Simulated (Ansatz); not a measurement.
**BGeNH (quartet): from Hartree-Fock to the top rungs, cc-pVDZ**

Aim: climb from Hartree-Fock through coupled cluster for BGeNH (quartet) at one geometry and basis, and see what each rung misses.

The runs use Ansatz 0.2.0, Gaussian basis; cc-pVDZ, core rule «outside noble gas», up to 16 orbitals frozen.

The runs, in order: UHF; CCSD(T) on ROHF; CCSD(T) on UHF; BCCD(T) on ROHF; CISD; CCSDT(Q) on ROHF; CCSDT(Q) on UHF.

22 further runs of the same task are left out: 6 that didn't finish, 16 set aside as unsound or not needed.

## 1. What is computed

The geometry is a PBE0/def2-TZVP stationary point (not a proven minimum) of the parent state, kept for this charge and spin. No spin-orbit coupling is included. The filled d shell of Ge may be among the frozen orbitals whatever the setting's name suggests; the logs give the count.

4 atoms, charge 0, spin multiplicity 4.

Atoms are counted from 1 here; the program's logs count them from 0.

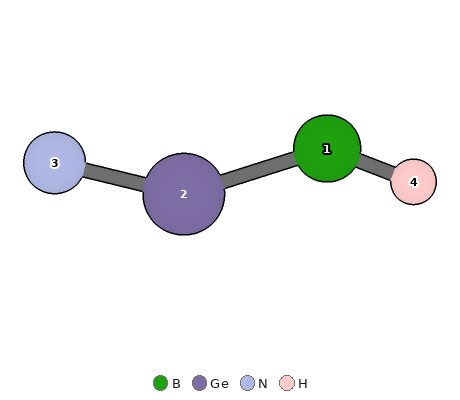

The geometry (boron green, germanium purple, nitrogen light blue, hydrogen pink); atoms are numbered from 1 in the order of the file.

In the tables R marks a restricted open-shell determinant and U an unrestricted one; energies count from the table's Hartree-Fock row.

## 2. UHF

File in.yaml:

```yaml
crystal:
  periodic: [false, false, false]
  atoms:
    - {symbol: B, position_ang: [0.000000, -0.414955, 1.853398]}
    - {symbol: Ge, position_ang: [0.000000, 0.123435, 0.000170]}
    - {symbol: N, position_ang: [0.000000, -0.322903, -1.643461]}
    - {symbol: H, position_ang: [0.000000, 0.042257, 2.946652]}
basis:
  gaussian: {orbitals: cc-pVDZ}
magnetization: {spin_polarized: true, initial_magnetization: 3}
hamiltonian: {xc: hf}
output: {orbitals: {seedname: orbitals}}
```

On the command line:

```console
ansatz run in.yaml --threads 1 --pin off --events-out ev --progress --plain --max-ram 2393MiB
```

The log of the run:

```text
Functional definition: HF
  name "HF"
  cite "Fock, Z. Phys. 61, 126 (1930) doi:10.1007/BF01340294"
  parent pbe
  exchange = exact_x
  correlation = 0
641 factors; integrals over basis functions are off by at most 1.3e-3 eV
mean field evaluation 1: about -58633.6325 eV, gradient 1.8e1 eV
mean field evaluation 2: about -58633.6735 eV, gradient 1.8e1 eV
mean field evaluation 4: about -58636.1264 eV, gradient 3.3e0 eV
mean field evaluation 8: about -58636.4861 eV, gradient 5.8e-1 eV
mean field evaluation 16: about -58636.5413 eV, gradient 1.2e-1 eV
mean field evaluation 32: about -58636.5434 eV, gradient 5.3e-4 eV
mean field evaluation 64: about -58636.5434 eV, gradient 9.8e-3 eV
mean field evaluation 96: about -58636.8083 eV, gradient 1.8e-1 eV
mean field evaluation 128: about -58636.7861 eV, gradient 6.7e-1 eV
mean field evaluation 160: about -58636.2230 eV, gradient 1.3e0 eV
mean field evaluation 192: about -58631.9833 eV, gradient 7.5e0 eV
mean field evaluation 224: about -58632.6884 eV, gradient 1.3e1 eV
mean field evaluation 256: about -58635.9101 eV, gradient 1.5e0 eV
mean field evaluation 288: about -58636.5434 eV, gradient 2.9e-3 eV
mean field evaluation 320: about -58616.4814 eV, gradient 2.4e1 eV
mean field evaluation 352: about -58636.7664 eV, gradient 1.7e0 eV
mean field -58636.84187757 eV, -2154.8641935216 hartree, gradient 1.9e-6 eV, S^2 4.120977; 8 other end points of the search recorded, 0 dependent functions left out
reference -58636.84187757 eV, -2154.8641935216 hartree; 24, 21 occupied and 36, 39 virtual orbitals, 641 factors
Total energy: -58636.84187757 eV, -2154.8641935216 hartree
```

Wall time 6 s (1 thread of Arm Neoverse V2, shared host).

From the report: ⟨S²⟩ of the determinant 4.121 (pure quartet: 3.75).

## 3. CCSD(T) on ROHF

Changes to in.yaml since step 2:

```diff
@@ -9,4 +9,4 @@
   gaussian: {orbitals: cc-pVDZ}
-magnetization: {spin_polarized: true, initial_magnetization: 3}
-hamiltonian: {xc: hf}
-output: {orbitals: {seedname: orbitals}}
+magnetization: {spin_polarized: false, initial_magnetization: 3}
+correlation: {method: ccsd_t, electrons: outside_noble_gas}
+output: {forces: true}
```

The command is unchanged.

The log of the run, shortened:

```text
Functional definition: HF
  name "HF"
  cite "Fock, Z. Phys. 61, 126 (1930) doi:10.1007/BF01340294"
  parent pbe
[...]
641 factors; integrals over basis functions are off by at most 1.3e-3 eV
[...]
mean field -58635.99255872 eV, -2154.8329816297 hartree, gradient 2.8e-6 eV, S^2 3.750000; 18 other end points of the search recorded, 0 dependent functions left out
[...]
determinant -58635.99255872 eV, -2154.8329816297 hartree, with singles and doubles -58644.49349800 eV, -2155.1453853861 hartree
determinant -58635.96235529 eV, -2154.8318716742 hartree, with singles and doubles -58644.52429259 eV, -2155.1465170663 hartree
determinant -58635.87855236 eV, -2154.8287919731 hartree, with singles and doubles -58644.45252444 eV, -2155.1438796355 hartree
determinant -58635.82935553 eV, -2154.8269840232 hartree, with singles and doubles -58644.54041628 eV, -2155.1471096013 hartree
[...]
reference -58635.96235529 eV, -2154.8318716742 hartree; 8, 5 occupied and 36, 39 virtual orbitals, 641 factors
second order -7.50620516 eV of doubles, -0.15475925 eV of singles
cycle   1  -8.57628919 eV  change    1.3e-6 eV  update   2.4e-6
[...]
cycle   9  -8.57628803 eV  change    1.9e-9 eV  update   3.6e-8
perturbative correction -0.41148373 eV, -0.0151217480 hartree
[...]
the multipliers restart with 30 DIIS vectors
Total energy: -58644.95012705 eV, -2155.1621661941 hartree
Atom 0 at     0.000000    -0.414955     1.853398 Å, force    -0.000000     0.011480    -0.178314 eV/Å
Atom 1 at     0.000000     0.123435     0.000170 Å, force     0.000000     0.795994     3.432867 eV/Å
Atom 2 at     0.000000    -0.322903    -1.643461 Å, force    -0.000000    -0.882525    -3.649788 eV/Å
Atom 3 at     0.000000     0.042257     2.946652 Å, force    -0.000000     0.075051     0.395235 eV/Å
Dipole moment:    -0.000000     0.144813     0.238392 e Å
```

It took 54 s on 1 thread of Arm Neoverse V2, shared host; peak memory 0.25 GiB.

From the report: correlation -8.9878 eV; T1 0.054; largest double amplitude 0.08.

## 4. CCSD(T) on UHF

Changes to in.yaml since step 3:

```diff
@@ -9,3 +9,3 @@
   gaussian: {orbitals: cc-pVDZ}
-magnetization: {spin_polarized: false, initial_magnetization: 3}
+magnetization: {spin_polarized: true, initial_magnetization: 3}
 correlation: {method: ccsd_t, electrons: outside_noble_gas}
```

Launched as before.

The log of the run, shortened:

```text
Functional definition: HF
  name "HF"
  cite "Fock, Z. Phys. 61, 126 (1930) doi:10.1007/BF01340294"
  parent pbe
[...]
641 factors; integrals over basis functions are off by at most 1.3e-3 eV
[...]
mean field -58636.84187757 eV, -2154.8641935216 hartree, gradient 7.0e-6 eV, S^2 4.120977; 20 other end points of the search recorded, 0 dependent functions left out
determinant -58636.84187757 eV, -2154.8641935216 hartree, with singles and doubles -58644.57386488 eV, -2155.1483388146 hartree
determinant -58636.54341577 eV, -2154.8532252529 hartree, with singles and doubles -58644.48410880 eV, -2155.1450403394 hartree
determinant -58635.42847949 eV, -2154.8122521003 hartree, with singles and doubles -58642.79116733 eV, -2155.0828258880 hartree
determinant -58635.18410985 eV, -2154.8032716817 hartree, with singles and doubles -58642.71391454 eV, -2155.0799869003 hartree
[...]
16 core orbitals not correlated: weight in the atoms' cores, before any rotation towards them, 0.994 or more for the frozen orbitals, at most 0.007 for the correlated occupied ones
reference -58636.84187757 eV, -2154.8641935216 hartree; 8, 5 occupied and 36, 39 virtual orbitals, 641 factors
second order -6.33538636 eV of doubles, -0.00000000 eV of singles
cycle   1  -7.75577135 eV  change    4.6e-6 eV  update   3.6e-6
[...]
cycle   8  -7.75576482 eV  change   -1.5e-7 eV  update   8.4e-8
perturbative correction -0.33392253 eV, -0.0122714268 hartree
[...]
Total energy: -58644.93156492 eV, -2155.1614840483 hartree
Atom 0 at     0.000000    -0.414955     1.853398 Å, force     0.000000     0.009112    -0.200898 eV/Å
Atom 1 at     0.000000     0.123435     0.000170 Å, force     0.000000     0.791211     3.418948 eV/Å
Atom 2 at     0.000000    -0.322903    -1.643461 Å, force    -0.000000    -0.877755    -3.610329 eV/Å
Atom 3 at     0.000000     0.042257     2.946652 Å, force    -0.000000     0.077432     0.392280 eV/Å
Dipole moment:    -0.000000     0.142073     0.241211 e Å
```

Run time: 34 s. Hardware: 1 thread of Arm Neoverse V2, shared host.

From the report: ⟨S²⟩ of the determinant 4.121 (pure quartet: 3.75); correlation -8.0897 eV; T1 0.058; largest double amplitude 0.07.

## 5. BCCD(T) on ROHF

Changes to in.yaml since step 4:

```diff
@@ -9,4 +9,3 @@
   gaussian: {orbitals: cc-pVDZ}
-magnetization: {spin_polarized: true, initial_magnetization: 3}
-correlation: {method: ccsd_t, electrons: outside_noble_gas}
-output: {forces: true}
+magnetization: {spin_polarized: false, initial_magnetization: 3}
+correlation: {method: bccd_t, electrons: outside_noble_gas}
```

The command is unchanged.

The log of the run, shortened:

```text
Functional definition: HF
  name "HF"
  cite "Fock, Z. Phys. 61, 126 (1930) doi:10.1007/BF01340294"
  parent pbe
[...]
641 factors; integrals over basis functions are off by at most 1.3e-3 eV
[...]
mean field -58635.99255872 eV, -2154.8329816297 hartree, gradient 2.8e-6 eV, S^2 3.750000; 18 other end points of the search recorded, 0 dependent functions left out
[...]
determinant -58635.99255872 eV, -2154.8329816297 hartree, with singles and doubles -58644.49349800 eV, -2155.1453853861 hartree
determinant -58635.96235529 eV, -2154.8318716742 hartree, with singles and doubles -58644.52429259 eV, -2155.1465170663 hartree
determinant -58635.87855236 eV, -2154.8287919731 hartree, with singles and doubles -58644.45252444 eV, -2155.1438796355 hartree
determinant -58635.82935553 eV, -2154.8269840232 hartree, with singles and doubles -58644.54041628 eV, -2155.1471096013 hartree
[...]
determinant -58635.96235529 eV, -2154.8318716742 hartree, with singles and doubles -58644.53864575 eV, -2155.1470445354 hartree
determinant -58635.87855236 eV, -2154.8287919731 hartree, with singles and doubles -58644.47160256 eV, -2155.1445807434 hartree
determinant -58635.82935553 eV, -2154.8269840232 hartree, with singles and doubles -58644.54456880 eV, -2155.1472622035 hartree
[...]
16 core orbitals not correlated: weight in the atoms' cores, before any rotation towards them, 0.997 or more for the frozen orbitals, at most 0.004 for the correlated occupied ones
reference -58635.96235529 eV, -2154.8318716742 hartree; 8, 5 occupied and 36, 39 virtual orbitals, 641 factors
second order -7.50620516 eV of doubles, -0.15475925 eV of singles
cycle   1  -8.53937121 eV  change    3.7e-2 eV  update   4.1e-2
[...]
cycle  15  -8.57723186 eV  change    4.7e-6 eV  update   9.7e-6
perturbative correction -0.40415043 eV, -0.0148522544 hartree
Total energy: -58644.94373758 eV, -2155.1619313855 hartree
```

Run time: 29 s. Hardware: 1 thread of Arm Neoverse V2, shared host.

From the report: correlation -8.9814 eV; largest double amplitude 0.07.

## 6. CISD

Changes to in.yaml since step 5:

```diff
@@ -10,2 +10,2 @@
 magnetization: {spin_polarized: false, initial_magnetization: 3}
-correlation: {method: bccd_t, electrons: outside_noble_gas}
+correlation: {active_space: {ras: {orbitals: [5, 3, 36], electrons: 13, max_holes: 2, max_particles: 2}, fixed_orbitals: true}}
```

The command is unchanged.

The log of the run, shortened:

```text
Functional definition: HF
  name "HF"
  cite "Fock, Z. Phys. 61, 126 (1930) doi:10.1007/BF01340294"
  parent pbe
[...]
641 factors; integrals over basis functions are off by at most 1.3e-3 eV
[...]
mean field -58635.99255872 eV, -2154.8329816297 hartree, gradient 2.8e-6 eV, S^2 3.750000; 15 other end points of the search recorded, 0 dependent functions left out
reference -58635.99255872 eV, -2154.8329816297 hartree; 24, 21 occupied and 36, 39 virtual orbitals, 641 factors
state -58643.40480088 eV, -2155.1053765049 hartree
Total energy: -58643.40480088 eV, -2155.1053765049 hartree
```

Wall time 17 s (1 thread of Arm Neoverse V2, shared host).

From the report: 219,203 determinants.

## 7. CCSDT(Q) on ROHF

Changes to in.yaml since step 6:

```diff
@@ -10,2 +10,2 @@
 magnetization: {spin_polarized: false, initial_magnetization: 3}
-correlation: {active_space: {ras: {orbitals: [5, 3, 36], electrons: 13, max_holes: 2, max_particles: 2}, fixed_orbitals: true}}
+correlation: {method: ccsdt_q, electrons: outside_noble_gas}
```

The command is unchanged.

The log of the run, shortened:

```text
Functional definition: HF
  name "HF"
  cite "Fock, Z. Phys. 61, 126 (1930) doi:10.1007/BF01340294"
  parent pbe
[...]
1141 factors; integrals over basis functions are off by at most 2.1e-7 eV
[...]
mean field -58635.99277854 eV, -2154.8329897081 hartree, gradient 3.1e-6 eV, S^2 3.750000; 19 other end points of the search recorded, 0 dependent functions left out
[...]
determinant -58635.99277854 eV, -2154.8329897081 hartree, with singles and doubles -58644.49371177 eV, -2155.1453932418 hartree
determinant -58635.96256250 eV, -2154.8318792891 hartree, with singles and doubles -58644.52450479 eV, -2155.1465248647 hartree
determinant -58635.87876188 eV, -2154.8287996729 hartree, with singles and doubles -58644.45273540 eV, -2155.1438873881 hartree
determinant -58635.82956882 eV, -2154.8269918615 hartree, with singles and doubles -58644.54062951 eV, -2155.1471174371 hartree
[...]
determinant -58635.96256250 eV, -2154.8318792891 hartree, with singles and doubles -58644.53885847 eV, -2155.1470523525 hartree
determinant -58635.87876188 eV, -2154.8287996729 hartree, with singles and doubles -58644.47181333 eV, -2155.1445884892 hartree
determinant -58635.82956882 eV, -2154.8269918615 hartree, with singles and doubles -58644.54478140 eV, -2155.1472700163 hartree
16 core orbitals not correlated: weight in the atoms' cores, before any rotation towards them, 0.997 or more for the frozen orbitals, at most 0.004 for the correlated occupied ones
reference -58635.96256250 eV, -2154.8318792891 hartree; 8, 5 occupied and 36, 39 virtual orbitals, 1141 factors
second order -7.50622221 eV of doubles, -0.15475970 eV of singles
cycle   1  -8.02168608 eV  change   -3.5e-1 eV  update   1.4e-1
[...]
cycle  30  -9.04983694 eV  change    2.2e-7 eV  update   8.6e-7
perturbative correction -0.04758944 eV, -0.0017488795 hartree
Total energy: -58645.05998888 eV, -2155.1662035419 hartree
```

It took 94 s on 1 thread of Arm Neoverse V2, shared host; peak memory 0.83 GiB.

From the report: correlation -9.0974 eV; T1 0.057; largest double amplitude 0.11.

## 8. CCSDT(Q) on UHF

Changes to in.yaml since step 7:

```diff
@@ -9,3 +9,3 @@
   gaussian: {orbitals: cc-pVDZ}
-magnetization: {spin_polarized: false, initial_magnetization: 3}
+magnetization: {spin_polarized: true, initial_magnetization: 3}
 correlation: {method: ccsdt_q, electrons: outside_noble_gas}
```

Launched as before.

The log of the run, shortened:

```text
Functional definition: HF
  name "HF"
  cite "Fock, Z. Phys. 61, 126 (1930) doi:10.1007/BF01340294"
  parent pbe
[...]
1141 factors; integrals over basis functions are off by at most 2.1e-7 eV
[...]
mean field -58636.84209105 eV, -2154.8642013671 hartree, gradient 2.6e-6 eV, S^2 4.120978; 20 other end points of the search recorded, 0 dependent functions left out
determinant -58636.84209105 eV, -2154.8642013671 hartree, with singles and doubles -58644.57407789 eV, -2155.1483466426 hartree
determinant -58636.54362726 eV, -2154.8532330249 hartree, with singles and doubles -58644.48432017 eV, -2155.1450481072 hartree
determinant -58635.42870021 eV, -2154.8122602117 hartree, with singles and doubles -58642.79138531 eV, -2155.0828338986 hartree
determinant -58635.18433071 eV, -2154.8032797981 hartree, with singles and doubles -58642.71413126 eV, -2155.0799948647 hartree
[...]
determinant -58633.34825014 eV, -2154.7358050819 hartree, with singles and doubles -58640.74896477 eV, -2155.0077763279 hartree
determinant -58636.84209105 eV, -2154.8642013671 hartree, with singles and doubles -58644.59786667 eV, -2155.1492208640 hartree
determinant -58636.54362726 eV, -2154.8532330249 hartree, with singles and doubles -58644.51016388 eV, -2155.1459978458 hartree
16 core orbitals not correlated: weight in the atoms' cores, before any rotation towards them, 0.994 or more for the frozen orbitals, at most 0.007 for the correlated occupied ones
reference -58636.84209105 eV, -2154.8642013671 hartree; 8, 5 occupied and 36, 39 virtual orbitals, 1141 factors
second order -6.33539546 eV of doubles, -0.00000000 eV of singles
cycle   1  -7.07726515 eV  change   -7.4e-1 eV  update   1.2e-1
[...]
cycle  31  -8.17889670 eV  change    3.1e-7 eV  update   1.5e-6
perturbative correction -0.04505790 eV, -0.0016558474 hartree
Total energy: -58645.06604566 eV, -2155.1664261244 hartree
```

It took 91 s on 1 thread of Arm Neoverse V2, shared host; peak memory 0.64 GiB.

From the report: ⟨S²⟩ of the determinant 4.121 (pure quartet: 3.75); correlation -8.2240 eV; T1 0.064; largest double amplitude 0.09.

## 9. All levels against the top one

No level here is safe as a reference; RCCSDT(Q) serves as a yardstick only. Rows without a time come out of other runs: HF, MP2 and CCSD of CCSD(T), CCSDT of CCSDT(Q). The times of RCCSD(T), UCCSD(T) include forces.

Differences are taken before rounding.

```csv
method,energy from the lowest RHF (meV),from RCCSDT(Q) (meV),time
RHF,0.0,+9067.4,
UHF,-849.3,+8218.1,
RMP2,-7630.8,+1436.7,
UMP2,-7184.7,+1882.7,
RCCSD,-8546.1,+521.3,
UCCSD,-8605.1,+462.3,
RCCSD(T),-8957.6,+109.9,54 s
UCCSD(T),-8939.0,+128.4,34 s
BCCD(T),-8951.2,+116.3,29 s
RCCSDT,-9019.8,+47.6,
UCCSDT,-9028.4,+39.0,
RCCSDT(Q),-9067.4,0,94 s
UCCSDT(Q),-9073.5,-6.1,91 s
```

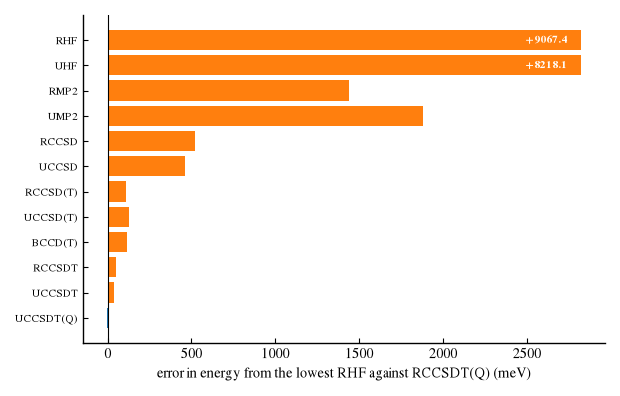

Deviations from RCCSDT(Q), method by method. Bars with a number in them are cut short.

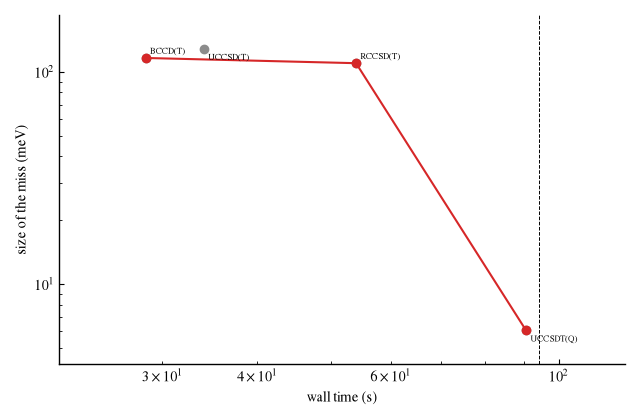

Miss against cost. Red marks the levels that no quicker level drawn beats (of those quicker than the yardstick), and the dashed line is the time of RCCSDT(Q). Times are from a shared host.

Not comparable, so not listed: CISD (they don't share determinant, frozen orbitals or solution with the rows shown, or repeat one).

## 10. Results

| quantity | value |
| --- | --- |
| RCCSDT(Q) below the RHF energy | -9.0674 eV |
| RMP2 from RCCSDT(Q) | +1436.7 meV |
| UMP2 from RCCSDT(Q) | +1882.7 meV |
| RCCSD from RCCSDT(Q) | +521.3 meV |
| RCCSD(T) from RCCSDT(Q) | +109.9 meV |
| UCCSD(T) from RCCSDT(Q) | +128.4 meV |
| UCCSDT(Q) from RCCSDT(Q) | -6.1 meV |
| T1 diagnostic | 0.054 |

What this shows: RCCSD(T) lands +109.9 meV from the yardstick (1.2 % of the correlation energy). Coupled cluster took another determinant than the lowest Hartree-Fock one. Warnings: spin contamination; coupled cluster took another determinant than the lowest; large T1 diagnostic.
